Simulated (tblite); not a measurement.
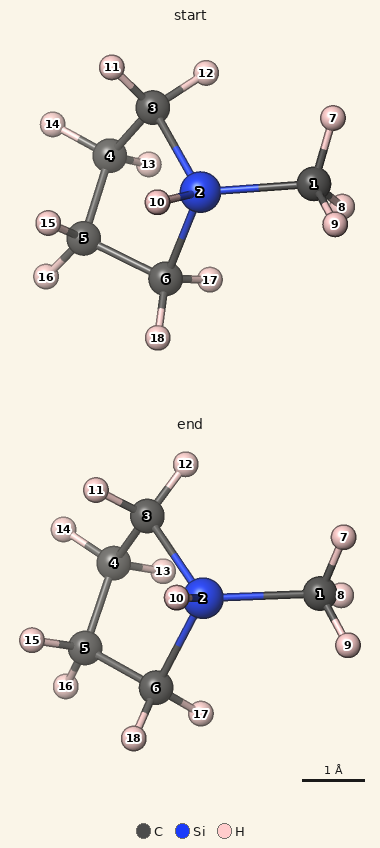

The structure of C5H12Si before (top) and after (bottom) a relaxation, at one scale.

A ball-and-stick model, seen at a tilt.

Computed with GFN2-xTB geometry optimisation, gas phase in tblite 0.8.0. 

Question: Summarise the run.

Answer: The energy falls by 13.1 kcal/mol in 82 geometry steps. The atom that moves furthest after the best rigid fit is H17 (0.57 Å). By element the largest moves are H 0.57 Å, C 0.30 Å, Si 0.13 Å. Among the contacts that change: C1–Si2 1.847 → 1.899 Å, Si2–C3 1.862 → 1.910 Å, C1–H7 1.122 → 1.085 Å, Si2–C6 1.884 → 1.909 Å. Bond angles that change, for instance: Si2–C3–H12 104.9° → 115.0°, Si2–C6–C5 95.2° → 104.1°, H17–C6–H18 115.3° → 106.9°. Groups turn about C1–Si2 by about 25°, Si2–C3 by about 20°, C5–C6 by about 20°. The run took 0.5 s on 1 thread of Intel(R) Xeon(R) Platinum 8488C (shared host).
